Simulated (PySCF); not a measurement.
C7H16

```xyz
23

C     2.5444   -0.3024   -0.5960
C     1.0818    0.1102   -0.7255
C     0.2535   -0.2226    0.5209
C     0.6376    0.6833    1.6909
C    -1.2682   -0.1635    0.2643
C    -1.7496   -1.3663   -0.5468
C    -1.7188    1.1298   -0.4120
H     3.0449    0.2560    0.1906
H     3.0721   -0.1141   -1.5286
H     2.6231   -1.3633   -0.3677
H     0.6571   -0.4091   -1.5862
H     1.0308    1.1825   -0.9217
H     0.4852   -1.2547    0.8117
H     0.4826    1.7304    1.4405
H     1.6831    0.5484    1.9545
H     0.0382    0.4463    2.5675
H    -1.7557   -0.2163    1.2455
H    -1.4652   -2.2972   -0.0607
H    -1.3272   -1.3582   -1.5489
H    -2.8335   -1.3467   -0.6392
H    -2.8056    1.1771   -0.4315
H    -1.3543    2.0006    0.1257
H    -1.3610    1.1768   -1.4373
```

Geometry: GFN2-xTB.

Method: PySCF, PBE0/pcSseg-1, SCF density, gas phase, non-relativistic.

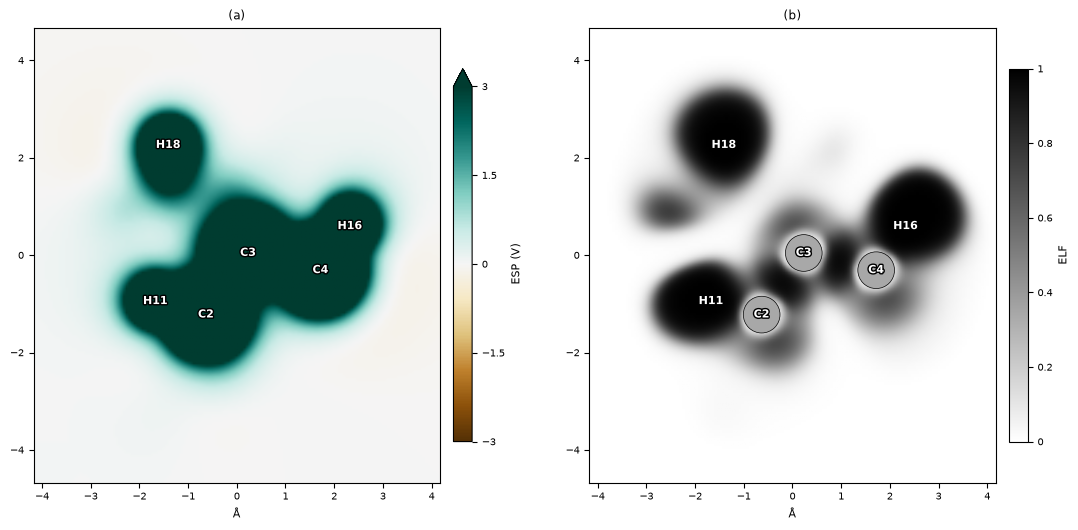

Figure 1. (a) molecular electrostatic potential; (b) electron localisation function on the plane of atoms C2, C3 and C4. Grey discs cover the atomic cores in the ELF map.

### Read the bonding off the picture.

- Atoms in the plane: C and H.
- C–C (1.53 Å): the ELF peaks at about 0.95 between the atoms, as expected for a covalent bond.
- C–H (1.09 Å): the ELF climbs to about 1 towards the hydrogen, as it does in any bond to H: a covalent bond by its length.
- The potential has no marked negative region in this plane.

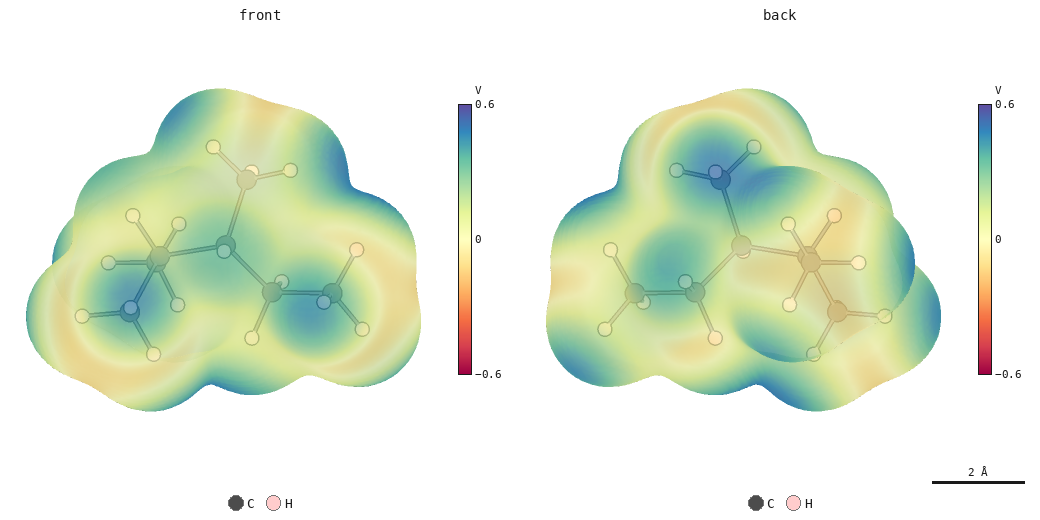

Figure 2. The electrostatic potential painted on the density surface at 0.002 e/bohr³, seen from the front and from behind; red is negative and blue positive.

### Describe the electrostatic potential map.

The most negative region (about −0.1 V) lies over the C atoms, the most positive (about +0.5 V) over the H atoms.
